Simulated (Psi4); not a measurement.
**BCl3 (boron trichloride) at AQCC/6-31G(d,p) (Cartesian functions)**

Aim: the energy difference between two shapes of BCl3 (boron trichloride) at AQCC/6-31G** (Cartesian functions), from 2 runs. 

The calculation is run with Psi4 1.11.

3 further runs of the same task are left out: 3 set aside as unsound or not needed.

## 1. Starting point

BCl3 has 4 atoms, charge 0, and is taken as a singlet. SMILES: `ClB(Cl)Cl`. Geometry: relaxed at GFN2-xTB.

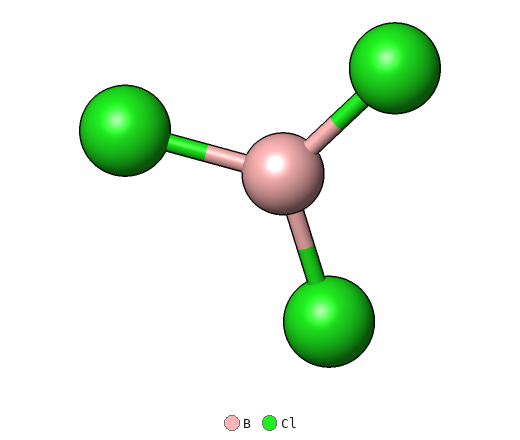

Viewed from a chosen angle; boron pink, chlorine green.

## 2. A single-point energy at AQCC/6-31G(d,p) (Cartesian functions)

input.in

```
memory 1600 MB

molecule mol {
  B      0.000530     0.000400     0.004030
  Cl     1.722160    -0.027500     0.011870
  Cl    -0.837250     1.505610    -0.018540
  Cl    -0.885440    -1.478510     0.002640
  units angstrom
}

set {
  scf_type pk
  freeze_core true
}

E, wfn = energy("aqcc/6-31G**", return_wfn=True)
```

The run is started by

```console
$ psi4 -i input.in -o input.out -n 1
```

input.out:

```text
[...]
  Running in c1 symmetry.
[...]
  Nuclear repulsion =  232.068676989029029
[...]
  Multiplicity = 1
[...]
  Nalpha       = 28
  Nbeta        = 28
[...]
    Number of basis functions: 72
[...]
   @RHF iter   1: -1403.21101268796519   -1.11953e-02   3.58658e-03 DIIS/ADIIS
[...]
   @RHF iter  10: -1403.25340947951986   -1.13687e-12   3.15468e-09 DIIS
[...]
    Orbital Energies [Eh]
    ---------------------
    Doubly Occupied:
       1A   -104.849187     2A   -104.849057     3A   -104.848888
       4A    -10.586089     5A    -10.585937     6A    -10.585742
       7A     -8.054985     8A     -8.054833     9A     -8.054637
      10A     -8.052597    11A     -8.052447    12A     -8.052252
      13A     -8.052117    14A     -8.051967    15A     -8.051775
      16A     -7.771448    17A     -1.191809    18A     -1.126197
      19A     -1.125835    20A     -0.711303    21A     -0.619240
      22A     -0.619108    23A     -0.562482    24A     -0.495927
      25A     -0.495907    26A     -0.485331    27A     -0.485140
      28A     -0.458530
[...]
  @RHF Final Energy: -1403.25340947951986
   => Energetics <=
    Nuclear Repulsion Energy =            232.0686769890290293
    One-Electron Energy =               -2400.7826391042335672
    Two-Electron Energy =                 765.4605526356847349
    Total Energy =                      -1403.2534094795198598
[...]
 Multipole Moments:
 ------------------------------------------------------------------------------------
     Multipole            Electronic (a.u.)      Nuclear  (a.u.)        Total (a.u.)
 ------------------------------------------------------------------------------------
 L = 1.  Multiply by 2.5417464519 to convert [e a0] to [Debye]
 Dipole X            :          0.0040138           -0.0004256            0.0035882
 Dipole Y            :          0.0027273           -0.0003212            0.0024061
 Dipole Z            :          0.0079121           -0.0032361            0.0046760
 Magnitude           :                                                    0.0063663
[...]
      * SCS-MP2 total energy:                -1403.705959296265
[...]
      * MP2 total energy:                    -1403.723703416929
[...]
```

Wall time 5.7 s (1 thread of AMD EPYC 7B13 (Zen 3), shared host); peak memory 0.35 GiB.

## 3. The distorted shape

input.inp

```
memory 1600 mb

molecule mol {
  0 1
  B      0.104572     0.037619    -0.018571
  Cl     1.594398    -0.111912     0.094956
  Cl    -0.761092     1.538024    -0.062677
  Cl    -0.886140    -1.488220    -0.115835
}

set {
  scf_type    pk
  freeze_core true
}

result, w = energy('aqcc/6-31G**', return_wfn=True)
print_variables()
```

The run is started by

```console
$ psi4 -i input.inp -o input.out -n 1
```

input.out:

```text
[...]
  Running in c1 symmetry.
[...]
  Nuclear repulsion =  237.946891893785647
[...]
  Multiplicity = 1
[...]
  Nalpha       = 28
  Nbeta        = 28
[...]
    Number of basis functions: 72
[...]
   @RHF iter   1: -1403.17455995860519    2.42651e-01   3.30825e-03 DIIS/ADIIS
[...]
   @RHF iter  11: -1403.21119497675340   -3.41061e-12   4.47796e-09 DIIS
[...]
    Orbital Energies [Eh]
    ---------------------
    Doubly Occupied:
       1A   -104.869178     2A   -104.841413     3A   -104.823540
       4A    -10.613942     5A    -10.578240     6A    -10.559131
       7A     -8.083415     8A     -8.079862     9A     -8.079147
      10A     -8.047138    11A     -8.044745    12A     -8.044322
      13A     -8.027917    14A     -8.025668    15A     -8.025329
      16A     -7.756971    17A     -1.237907    18A     -1.135746
      19A     -1.097722    20A     -0.724294    21A     -0.635136
      22A     -0.622647    23A     -0.588229    24A     -0.497168
      25A     -0.490407    26A     -0.484230    27A     -0.467164
      28A     -0.448131
[...]
  @RHF Final Energy: -1403.21119497675340
   => Energetics <=
    Nuclear Repulsion Energy =            237.9468918937856472
    One-Electron Energy =               -2412.4586953746775180
    Two-Electron Energy =                 771.3006085041384949
    Total Energy =                      -1403.2111949767536316
[...]
 Multipole Moments:
 ------------------------------------------------------------------------------------
     Multipole            Electronic (a.u.)      Nuclear  (a.u.)        Total (a.u.)
 ------------------------------------------------------------------------------------
 L = 1.  Multiply by 2.5417464519 to convert [e a0] to [Debye]
 Dipole X            :          0.7232164           -0.0735844            0.6496320
 Dipole Y            :          0.2207209           -0.0351240            0.1855969
 Dipole Z            :          0.0575205           -0.0055894            0.0519311
 Magnitude           :                                                    0.6776170
[...]
      * SCS-MP2 total energy:                -1403.665344394917
[...]
      * MP2 total energy:                    -1403.683766019334
[...]
```

Run time: 6 s. Hardware: 1 thread of AMD EPYC 7B13 (Zen 3), shared host; peak memory 0.35 GiB.

## 4. Outcome

At AQCC/6-31G** (Cartesian functions), 16 core orbitals frozen:

```
                                                     quantity           value
                                    first shape: total energy  -1403.75632 Eh
             first shape: HOMO energy (Hartree–Fock orbitals)       -12.48 eV
             first shape: LUMO energy (Hartree–Fock orbitals)         2.19 eV
           first shape: HOMO–LUMO gap (Hartree–Fock orbitals)        14.67 eV
    first shape: correlation energy (16 core orbitals frozen)      -502.9 mEh
                                distorted shape: total energy  -1403.71546 Eh
         distorted shape: HOMO energy (Hartree–Fock orbitals)       -12.19 eV
         distorted shape: LUMO energy (Hartree–Fock orbitals)         2.47 eV
       distorted shape: HOMO–LUMO gap (Hartree–Fock orbitals)        14.66 eV
distorted shape: correlation energy (16 core orbitals frozen)      -504.3 mEh
                       energy change with the atoms displaced        1.112 eV
```

With the atoms displaced the energy rises by 1.11 eV (26 kcal/mol). The first shape isn't relaxed at this level, so the change isn't measured from a minimum.
